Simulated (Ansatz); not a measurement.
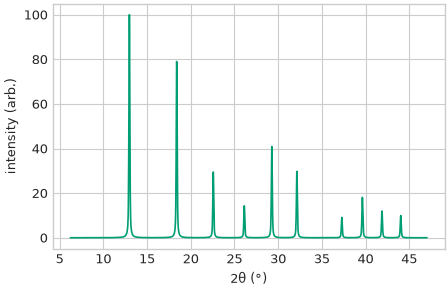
Fig. 1. Simulated powder pattern, Mo Kα, λ = 0.71073 Å

The pattern belongs to a structure relaxed with DFT-PBEsol in the program Ansatz with PAW potentials.

Pick the material that matches.
(A) SnTe, rock salt
(B) FeS2, Pa-3 (Fe on 4a, S on 8c)
(C) La, dhcp (α-La type)
(D) Zr, hcp (Mg type)

A, SnTe, rock salt

Space group Fm-3m (rock salt). The PBEsol relaxation kept the symmetry of its start. Scalar-relativistic: spin–orbit coupling is off unless named, which matters more the heavier the elements.

Potentials: the later of the program's two PAW sets.
